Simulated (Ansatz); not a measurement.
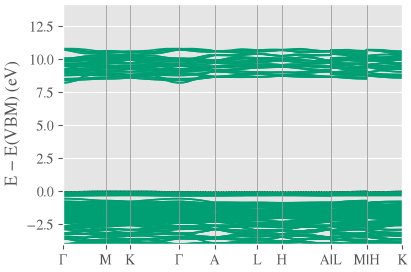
Figure: Band structure from the program Ansatz at the r²SCAN with spin–orbit coupling level (PAW)

Read off the gap and where the band edges lie.

About 8.2 eV (8.23 eV by a search for the band edges); maximum at M, minimum at Γ.

The material is LuF₃ in space group P-3c1 (No. 165; Lu on 6f, F on 2a, F on 4d, F on 12g).

The workflow started from a Materials Project entry (that database holds measured and hypothetical structures alike); the Crystallography Open Database copy checked does not list it. Its standing as an ambient phase is unchecked. Symmetry was held in the r²SCAN relaxation; its stability against distortions is not shown here.

Potentials: the later of the program's two PAW sets.
